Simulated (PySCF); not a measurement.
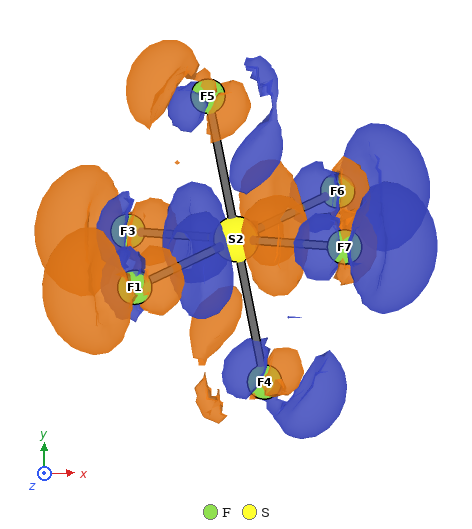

Figure 1: F6S, SMILES `FS(F)(F)(F)(F)F`. Change of the electron density in a uniform field of 0.21 V/Å, surfaces at ±0.002 e/Å³ (orange: gain, blue: loss).

PySCF calculation, PBE0/def2-TZVP, gas phase; geometry: GFN2-xTB. No frequency check shows the geometry to be a minimum. A basis without diffuse functions makes polarisabilities too small. GFN2-xTB bond lengths at metals and heavier atoms can be off by up to 0.1 Å and shapes distorted, which carries into these values.

Geometry (Å), atoms numbered from 1:

```
F1      -1.0660   -0.5662    1.0353
S2       0.0001    0.0000   -0.0000
F3      -1.1423    0.1439   -1.0971
F4       0.2968   -1.4791   -0.5031
F5      -0.2970    1.4792    0.5031
F6       1.0662    0.5662   -1.0354
F7       1.1422   -0.1440    1.0972
```

### Along which Cartesian direction does the field point?

Along +x: electrons gather on the −x side, against the field.

### How large is the response?

The induced dipole is 0.27 D (along the field); α along this axis, from the fields in both directions, is 27 bohr³ (4.0 Å³).

### Which atoms gain and lose the most charge?

Electrons gather most on F1 and F3 alike (Hirshfeld charge changes by −0.007 e) and leave F6 and F7 alike most (+0.007 e); 0.033 electrons are displaced in all.
